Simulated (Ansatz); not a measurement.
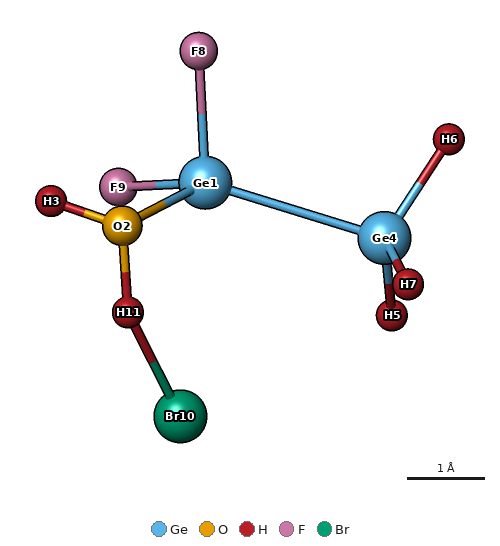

**Figure 1.** The input geometry (ball-and-stick view, seen at a tilt; atoms are numbered from 1 in the order of the input). Sticks mark near contacts.

## Ge₂H₅BrOF₂: frequency calculation

System: Ge₂H₅BrOF₂.
Method: RKS PBE/def2-SVP (Ansatz 0.2.0).

It belongs to a series of runs on one base structure; here: vibrations at the highest image of the band. Figures and captions count atoms from 1; the log counts them from 0 in places.

Input
```yaml
crystal:
  periodic: [false, false, false]
  atoms:
    - { symbol: Ge, position_ang: [0.148783, -0.123973, -0.01397] }
    - { symbol: O, position_ang: [-0.075936, -0.10707, 1.907798] }
    - { symbol: H, position_ang: [-1.018731, -0.215445, 2.161766] }
    - { symbol: Ge, position_ang: [2.400641, 0.049762, -0.934236] }
    - { symbol: H, position_ang: [2.73022, -1.319313, -1.552165] }
    - { symbol: H, position_ang: [2.348331, 1.182497, -1.994283] }
    - { symbol: H, position_ang: [3.298719, 0.43618, 0.256231] }
    - { symbol: F, position_ang: [-0.72201, 1.38559, -0.260449] }
    - { symbol: F, position_ang: [-1.062682, -1.266175, -0.537904] }
    - { symbol: Br, position_ang: [1.5568, -2.403729, 1.483922] }
    - { symbol: H, position_ang: [0.516365, -1.082923, 2.080589] }
basis:
  gaussian: { orbitals: def2-SVP }
hamiltonian:
  xc: pbe
phonons: {}
```

Command:
```bash
ansatz run input.yaml --threads 4 --pin off --max-ram 5120MiB --backend cpu --events-out ev --progress --plain --runs-dir out
```

The program's output
```
Engine: ansatz 0.2.0, aarch64-unknown-linux-gnu
Functional definition: PBE
  parameter kappa = 0.804
  parameter beta = 0.06672455060314922
  exchange = pbe_x(kappa = kappa, mu = beta*pi^2/3)
  correlation = pbe_c(beta = beta)
1776 factors; their error is unknown
mean field evaluation 1: about -190576.9313 eV, gradient 7.0e1 eV
mean field evaluation 2: about -190546.8154 eV, gradient 1.5e2 eV
mean field evaluation 4: about -190584.3433 eV, gradient 7.4e0 eV
mean field evaluation 8: about -190584.4514 eV, gradient 2.4e-1 eV
mean field evaluation 16: about -190584.3093 eV, gradient 4.5e-4 eV
mean field -190584.30931139 eV, -7003.8441845088 hartree, gradient 5.0e-5 eV, S^2 0.000000; 0 other end points of the search recorded, 0 dependent functions left out
the calculation of the forces begins
reference -190584.30935045 eV, -7003.8441859444 hartree; 65, 65 occupied and 98, 98 virtual orbitals, 1776 factors
these checks for a lower state are left out or cut short: stability, starts, cluster_reference, orbital_swaps, neighbouring_geometries, increment
1776 factors; their error is unknown
mean field -190584.30920423 eV, -7003.8441805707 hartree, gradient 1.2e-6 eV, S^2 0.000000; 0 other end points of the search recorded, 0 dependent functions left out
[... from here on the field's lines of each further geometry are left out, up to the last ...]
the calculation of the forces begins
reference -190584.30933479 eV, -7003.8441853690 hartree; 65, 65 occupied and 98, 98 virtual orbitals, 1776 factors
these checks for a lower state are left out or cut short: stability, starts, cluster_reference, orbital_swaps, neighbouring_geometries, increment
1776 factors; their error is unknown
mean field -190584.30929124 eV, -7003.8441837683 hartree, gradient 2.7e-6 eV, S^2 0.000000; 0 other end points of the search recorded, 0 dependent functions left out
the calculation of the forces begins
reference -190584.30933030 eV, -7003.8441852039 hartree; 65, 65 occupied and 98, 98 virtual orbitals, 1776 factors
WARN: phonons: modes at or below zero, which the zero-point energy, F, S and C_V leave out: 1, the lowest at -128.83 cm⁻¹. A minimum has none, and a first-order saddle one
Total energy: -190584.30935045 eV, -7003.8441859444 hartree
Atom 0 at     0.148783    -0.123973    -0.013970 Å, force    -0.000962     0.001195     0.000323 eV/Å
Atom 1 at    -0.075936    -0.107070     1.907798 Å, force     0.000733     0.001139    -0.001889 eV/Å
Atom 2 at    -1.018731    -0.215445     2.161766 Å, force     0.000703    -0.001295     0.000393 eV/Å
Atom 3 at     2.400641     0.049762    -0.934236 Å, force     0.001853    -0.000858    -0.000430 eV/Å
Atom 4 at     2.730220    -1.319313    -1.552165 Å, force    -0.000208    -0.000231     0.000455 eV/Å
Atom 5 at     2.348331     1.182497    -1.994283 Å, force    -0.001542     0.000404     0.000228 eV/Å
Atom 6 at     3.298719     0.436180     0.256231 Å, force    -0.000052    -0.000300     0.000536 eV/Å
Atom 7 at    -0.722010     1.385590    -0.260449 Å, force     0.000623    -0.001131     0.000241 eV/Å
Atom 8 at    -1.062682    -1.266175    -0.537904 Å, force     0.000475     0.000100     0.000147 eV/Å
Atom 9 at     1.556800    -2.403729     1.483922 Å, force    -0.000385     0.001004    -0.000909 eV/Å
Atom 10 at     0.516365    -1.082923     2.080589 Å, force    -0.001236    -0.000026     0.000905 eV/Å
Dipole moment:     0.077171     0.492419    -0.043281 e Å
Vibrations: -128.83 55.99 67.73 97.67 136.58 150.62 174.66 228.66 277.73 317.45 381.00 430.30 471.25 479.47 675.14 698.53 734.25 764.87 816.57 832.38 994.82 1154.73 1523.46 2079.13 2135.34 2157.91 3640.73 cm⁻¹, zero-point energy 1.331405 eV
```

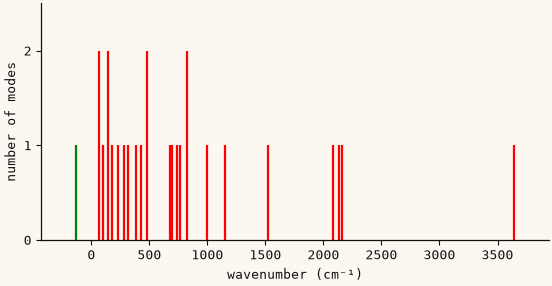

**Figure 2.** Harmonic vibrational wavenumbers from the force constants; neighbouring modes closer than 17 cm⁻¹ are counted in one stick, and imaginary ones are drawn at negative wavenumbers. 27 modes from 129i to 3641 cm⁻¹, 1 imaginary beyond 8i (129i cm⁻¹): a first-order saddle point, if the geometry is stationary.

Summary

| quantity | value |
| --- | --- |
| outcome | converged |
| total energy | −190584.3094 eV |
| mean-field energy | −190584.3094 eV |
| largest force (length of the vector) | 0.002 eV/Å |
| hardware | 4 threads of Arm Neoverse V1, 24 GiB of memory available, shared host |
| wall time | 1.8 min (CPU time 6.8 min) |
| peak memory | 0.28 GiB |
